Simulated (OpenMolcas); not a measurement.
Run report: Ho³⁺ complex, multiconfigurational calculation (part 2 of 2)

Continued. System: Ho³⁺ with 7 ligands (F; pentagonal bipyramid, 2.42 Å), neutralised by 7 outer point charges of +0.57 e, whose field is part of the energies. Method: state-averaged CASSCF, active space 10 electrons in the shell 4f, basis ANO-RCC-VDZP on the metal and ANO-RCC-VDZP on the ligands, DKH2 scalar Hamiltonian, spin-orbit coupling by RASSI with atomic mean-field integrals (OpenMolcas).

### Log (extracts), continued
```
--- RASSI ---
SPIN-FREE ENERGIES:
  (Shifted by EMIN (a.u.) =     -13303.3385459171)

 SF State       Relative EMIN(au)   Rel lowest level(eV)    D:o, cm**(-1)

     1             0.0000000000        0.0000000000              0.0000
     2             0.0001181386        0.0032147153             25.9284
     3             0.0001181394        0.0032147370             25.9286
     4             0.0004311534        0.0117322824             94.6272
     5             0.0004311534        0.0117322824             94.6272
     6             0.0008267901        0.0224981059            181.4595
     7             0.0008267907        0.0224981209            181.4596
     8             0.0011471749        0.0312162206            251.7758
     9             0.0011471749        0.0312162206            251.7758
    10             0.0011563973        0.0314671726            253.7999
    11             0.0011563973        0.0314671726            253.7999
    12             0.0012806132        0.0348472606            281.0621
    13             0.0012814732        0.0348706629            281.2509
    14             0.0804391756        2.1888614759          17654.3584
    15             0.0804391756        2.1888614759          17654.3584
    16             0.0815081352        2.2179493480          17888.9679
    17             0.0818145636        2.2262876914          17956.2212
    18             0.0818145636        2.2262876914          17956.2212
    19             0.0819919692        2.2311151425          17995.1572
    20             0.0819919701        2.2311151686          17995.1574
    21             0.0820286863        2.2321142659          18003.2157
    31             0.0967734766        2.6333404490          21239.3231
    32             0.0967734766        2.6333404490          21239.3231
    33             0.0969229277        2.6374072210          21272.1238
    34             0.0969229277        2.6374072210          21272.1238
    35             0.0969591588        2.6383931208          21280.0756
    36             0.0969672467        2.6386132044          21281.8507
    37             0.0969672467        2.6386132044          21281.8507
    38             0.0969878605        2.6391741326          21286.3749
    39             0.0969878605        2.6391741326          21286.3749
    40             0.0969970461        2.6394240851          21288.3909
    41             0.0969997959        2.6394989116          21288.9944
    42             0.0970108468        2.6397996222          21291.4198
    43             0.0970108468        2.6397996222          21291.4198
    44             0.0970208481        2.6400717713          21293.6149
    45             0.0970208481        2.6400717713          21293.6149
    46             0.1230231224        3.3476297018          27000.4544
    47             0.1231279183        3.3504813437          27023.4545
    48             0.1231279190        3.3504813625          27023.4546
    49             0.1234495598        3.3592336530          27094.0466
Eigenvalues of complex Hamiltonian:
   -----------------------------------
  (Shifted by EMIN (a.u.) =     -13303.3385459171)

 SO State       Relative EMIN(au)   Rel lowest level(eV)    D:o, cm**(-1)

     1            -0.0366077416        0.0000000000              0.0000
     2            -0.0365557749        0.0014140858             11.4054
     3            -0.0365557743        0.0014141033             11.4055
     4            -0.0364086457        0.0054176753             43.6965
     5            -0.0364086458        0.0054176734             43.6965
     6            -0.0361920472        0.0113116202             91.2344
     7            -0.0361920469        0.0113116290             91.2344
     8            -0.0359463525        0.0179973146            145.1581
     9            -0.0359463525        0.0179973147            145.1581
    10            -0.0357219373        0.0241039621            194.4116
    11            -0.0357218891        0.0241052737            194.4221
    12            -0.0356445472        0.0262098543            211.3967
    13            -0.0356445472        0.0262098543            211.3967
    14            -0.0355712197        0.0282051972            227.4903
    15            -0.0355712197        0.0282051972            227.4903
    16            -0.0355380756        0.0291070947            234.7646
    17            -0.0355380756        0.0291070947            234.7646
    18            -0.0129359152        0.6441432118           5195.3654
    19            -0.0128919411        0.6453398081           5205.0166
    20            -0.0128919406        0.6453398215           5205.0167
    21            -0.0127660013        0.6487668036           5232.6572
    22            -0.0127660012        0.6487668059           5232.6572
    23            -0.0125770547        0.6539083039           5274.1262
    24            -0.0125770547        0.6539083031           5274.1261
    25            -0.0123590373        0.6598408583           5321.9754
    26            -0.0123590373        0.6598408585           5321.9754
    27            -0.0121604259        0.6652453491           5365.5656
    28            -0.0121599805        0.6652574692           5365.6633
    29            -0.0120501246        0.6682468021           5389.7739
    30            -0.0120501246        0.6682468021           5389.7739
    31            -0.0120368345        0.6686084420           5392.6908
    32            -0.0120368345        0.6686084422           5392.6908
    33             0.0041937572        1.1102653426           8954.8939
    34             0.0042379059        1.1114666907           8964.5834
    35             0.0042379063        1.1114667025           8964.5835
    36             0.0043681442        1.1150106540           8993.1674
    37             0.0043681442        1.1150106542           8993.1674
    38             0.0045704347        1.1205152613           9037.5651
    39             0.0045704347        1.1205152588           9037.5651
    40             0.0048045009        1.1268845245           9088.9366
    41             0.0048045009        1.1268845245           9088.9366
Weights of the five most important spin-orbit-free states for each spin-orbit state.

 SO State  Total energy (au)           Spin-free states, spin, and weights
 -------------------------------------------------------------------------------------------------------
    1        -0.036608       1 2.0  0.4089    2 2.0  0.2319    3 2.0  0.2319    4 2.0  0.0355    5 2.0  0.0355
    2        -0.036556       2 2.0  0.4253    1 2.0  0.3085    4 2.0  0.0798    5 2.0  0.0798    3 2.0  0.0329
    3        -0.036556       3 2.0  0.4253    1 2.0  0.3085    4 2.0  0.0798    5 2.0  0.0798    2 2.0  0.0329
    4        -0.036409       5 2.0  0.3461    3 2.0  0.1894    2 2.0  0.1894    1 2.0  0.1120    6 2.0  0.0496
    5        -0.036409       4 2.0  0.3461    3 2.0  0.1894    2 2.0  0.1894    1 2.0  0.1120    6 2.0  0.0496
    6        -0.036192       6 2.0  0.2782    5 2.0  0.2157    4 2.0  0.2157    3 2.0  0.0886    2 2.0  0.0886
    7        -0.036192       7 2.0  0.2782    4 2.0  0.2157    5 2.0  0.2157    3 2.0  0.0886    2 2.0  0.0886
    8        -0.035946       7 2.0  0.2277    6 2.0  0.2277   11 2.0  0.1934    5 2.0  0.1322    4 2.0  0.1322
    9        -0.035946       7 2.0  0.2277    6 2.0  0.2277   10 2.0  0.1934    4 2.0  0.1322    5 2.0  0.1322
   10        -0.035722      10 2.0  0.2183   11 2.0  0.2183    7 2.0  0.1885    6 2.0  0.1885   12 2.0  0.1183
   11        -0.035722      11 2.0  0.2220   10 2.0  0.2220    7 2.0  0.1885    6 2.0  0.1885   13 2.0  0.1183
   12        -0.035645       9 2.0  0.4706    8 2.0  0.4706   32 1.0  0.0279   31 1.0  0.0279   11 2.0  0.0006
```

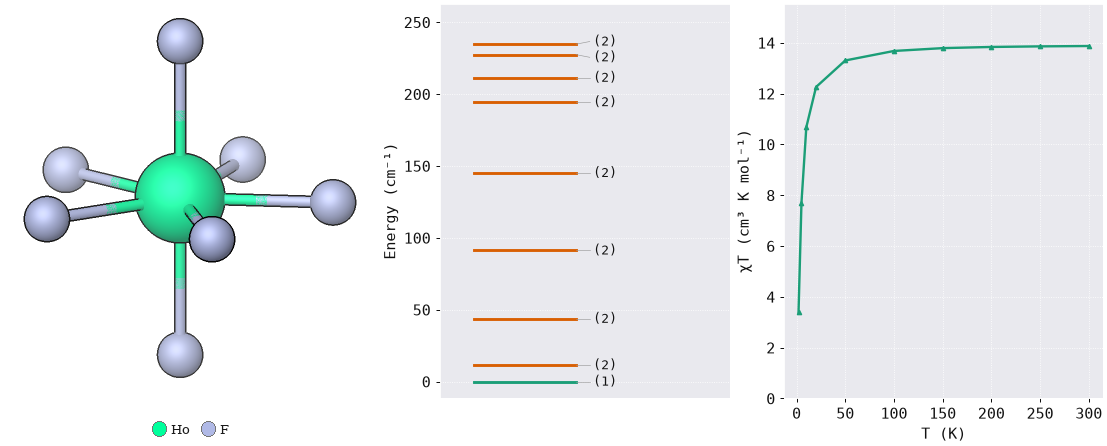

Fig. 1: Ho³⁺ (4f¹⁰) with 7 ligands, F⁻, at 2.42 Å (arrangement: pentagonal bipyramid, D5h), axial distortion 1.06, neutralised by outer point charges of +0.57 e, and its levels and susceptibility. Labels give the representation in O, Td, D4 or D3 as the site allows (double group for half-integer spin) where it could be assigned and, in brackets, the degeneracy; spin-free states, where drawn, share the zero of the spin-orbit levels. Powder susceptibility by Van Vleck's formula. The ground level is non-degenerate, 94 % from states of spin multiplicity 5 (of the 210 states of multiplicity 3, 105 enter the spin-orbit step). The next level lies at 11 cm⁻¹. The lowest J multiplet spreads over 235 cm⁻¹. χT is 3.39 cm³ K mol⁻¹ at 2 K and 13.9 at 300 K, an effective moment of 10.54 μB. The active orbitals hold 100 % metal character (Löwdin), and the Mulliken charge of the metal is +2.55.

Outcome of the run: converged.
